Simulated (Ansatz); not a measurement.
**FH7Si3: density, localisation and related maps**

The calculation's input:

```
crystal:
  periodic: [false, false, false]
  atoms:
    - {symbol: Si, position_ang: [-1.042631, 0.015237, -0.389827]}
    - {symbol: Si, position_ang: [0.950719, 1.599454, -0.217909]}
    - {symbol: F, position_ang: [-0.110691, 0.956499, -1.623694]}
    - {symbol: H, position_ang: [0.853994, 3.068390, -0.515763]}
    - {symbol: H, position_ang: [2.298121, 1.270230, -0.791410]}
    - {symbol: H, position_ang: [-1.982014, 0.918631, 0.316068]}
    - {symbol: H, position_ang: [-1.800404, -0.641985, -1.496977]}
    - {symbol: Si, position_ang: [0.016457, -1.554365, 0.961312]}
    - {symbol: H, position_ang: [-0.713032, -2.852802, 1.065500]}
    - {symbol: H, position_ang: [0.170058, -0.952121, 2.310162]}
    - {symbol: H, position_ang: [1.359423, -1.827068, 0.382437]}
basis:
  gaussian: {orbitals: def2-TZVPP}
hamiltonian: {xc: pbe0, dispersion: d4}
output: {orbitals: {seedname: orbitals}}
```

Run with:

```sh
ansatz run in.yaml --threads 4 --pin off --events-out ev --progress --plain --max-ram 9574MiB
```

A transition-state structure; geometry: PBE0-D4/def2-TZVP.

These are results of Ansatz, RKS PBE0-D4/def2-TZVPP, not measurements.

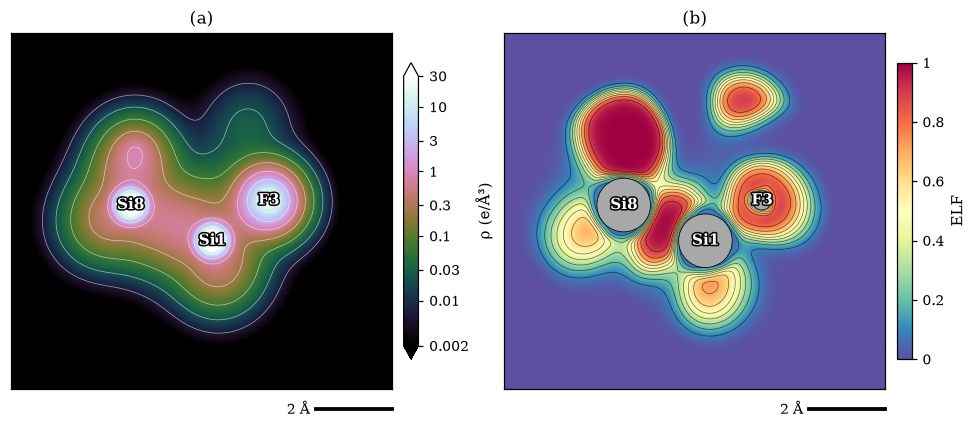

Figure 1. (a) electron density; (b) electron localisation function on the plane of atoms F3, Si1 and Si8. Grey discs cover the atomic cores in the ELF map.

> What do the fields say about this system?

- The section cuts through Si and F sites.
- Si–F (1.81 Å): ρ is about 0.7 e/Å³ halfway; the ELF peaks at about 0.85 in the valence shell of F, 0.5 Å from its nucleus, and is about 0.55 at the midpoint.
- Si–Si (2.33 Å): the density is about 0.65 e/Å³ at the midpoint; the ELF peaks at about 1 between the atoms (localised, covalent bonding).
- The ELF also peaks beside F3, away from the bonds: lone-pair regions.

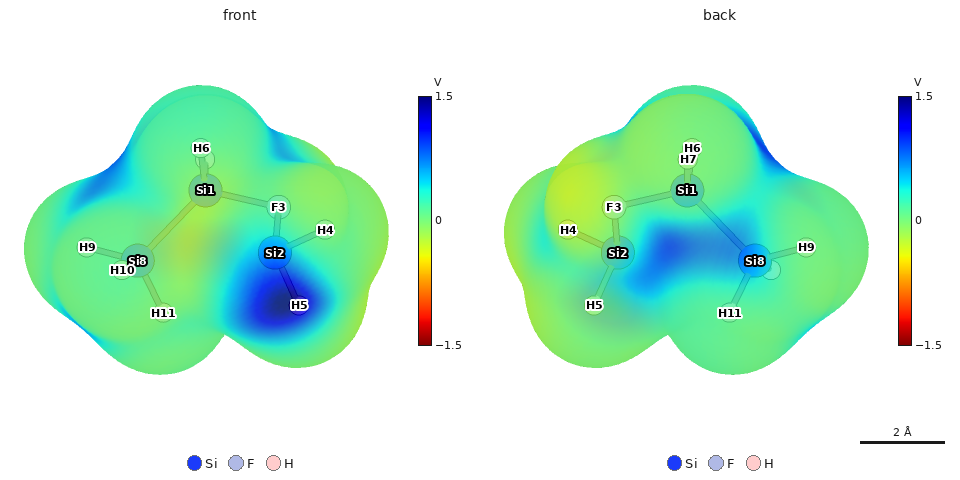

Figure 2. The molecular electrostatic potential painted on the density surface at 0.001 e/bohr³, seen from the front and from behind; the colour scale runs from red (negative) to blue (positive).

> Describe the electrostatic potential map.

The most negative region (about −0.3 V) lies over F3, the most positive (about +1.4 V) over Si2.

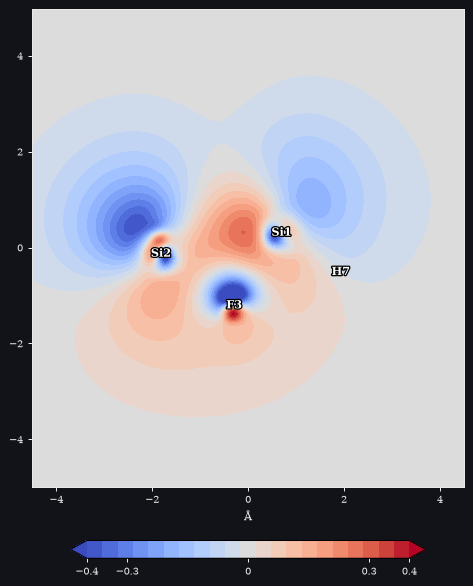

Figure 3. One frontier orbital on the plane of atoms Si1, F3 and Si2 (values in Å⁻³ᐟ²; the overall sign is arbitrary).

> Which orbital is it: HOMO or LUMO?

The LUMO, at −1.98 eV. It lies mainly on Si2 (about 45 %), Si1 (about 25 %), F3 (about 10 %) and Si8 (about 10 %).
